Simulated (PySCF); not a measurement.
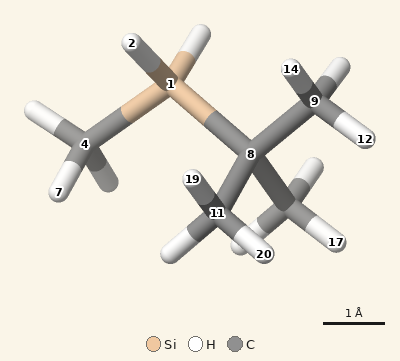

This is the input geometry for a relaxation of C$_{5}$H$_{14}$Si. A stick model, seen at a tilt.

The start comes from GFN2-xTB. Its atoms were then displaced at random by about 0.03 Å.

Computed with PySCF 2.14.0, density-fitted response routines, PBE0-D3(BJ)/def2-SVP geometry optimisation, gas phase.

```xyz
20

Si    0.9423    0.9024    0.6347
H     0.8724    0.9417    2.0858
H     2.2055    0.9636    0.1041
C     0.1109    2.5604    0.0078
H     0.0301    2.6169   -1.0957
H     0.4873    3.4479    0.4184
H    -1.0007    2.5785    0.3279
C     0.0369   -0.5846   -0.0250
C     0.7533   -1.8212    0.5155
C    -0.0811   -0.6190   -1.5079
C    -1.4605   -0.6819    0.5697
H     0.2857   -2.7450    0.1317
H     1.6897   -1.8004    0.0394
H     0.7625   -1.8645    1.5645
H     0.9123   -0.5933   -1.9669
H    -0.6510    0.2749   -1.8879
H    -0.5423   -1.4931   -1.9000
H    -2.0539    0.1928    0.2235
H    -1.4336   -0.6985    1.6385
H    -2.0035   -1.5637    0.2211
```

**What does the optimiser find from here?**

After 5 geometry steps the energy has fallen by 84.6 kJ/mol. The atom that moves furthest after the best rigid fit is H13 (0.11 Å). Largest moves by element: H 0.11 Å, Si 0.11 Å, C 0.09 Å. Some distances before and after: Si1–H3 1.371 → 1.500 Å, C8–C11 1.614 → 1.531 Å, Si1–C4 1.958 → 1.882 Å, C4–H7 1.157 → 1.101 Å. Among the angles between lasting bonds that change: H13–C9–H14 116.5° → 107.7°, C8–C9–H13 104.0° → 111.8°, H2–Si1–H3 115.4° → 107.7°. Cost: 64 s on 1 thread of Arm Neoverse V1 (shared host).

Final geometry:

```xyz
20

Si    0.8593    0.9615    0.6030
H     0.8995    0.9336    2.1025
H     2.2748    0.9356    0.1086
C     0.0221    2.5440    0.0236
H     0.0291    2.6165   -1.0749
H     0.5438    3.4273    0.4227
H    -1.0241    2.5885    0.3639
C    -0.0323   -0.6104   -0.0123
C     0.7511   -1.8305    0.4793
C    -0.0793   -0.6054   -1.5426
C    -1.4545   -0.6465    0.5531
H     0.2640   -2.7641    0.1452
H     1.7822   -1.8387    0.0910
H     0.8074   -1.8642    1.5794
H     0.9297   -0.5638   -1.9843
H    -0.6539    0.2495   -1.9343
H    -0.5649   -1.5242   -1.9169
H    -2.0550    0.2145    0.2177
H    -1.4571   -0.6494    1.6551
H    -1.9794   -1.5597    0.2196
```

After the run, drawn alike:

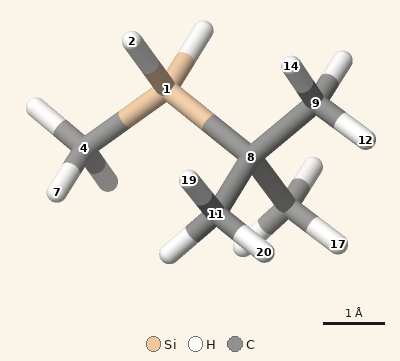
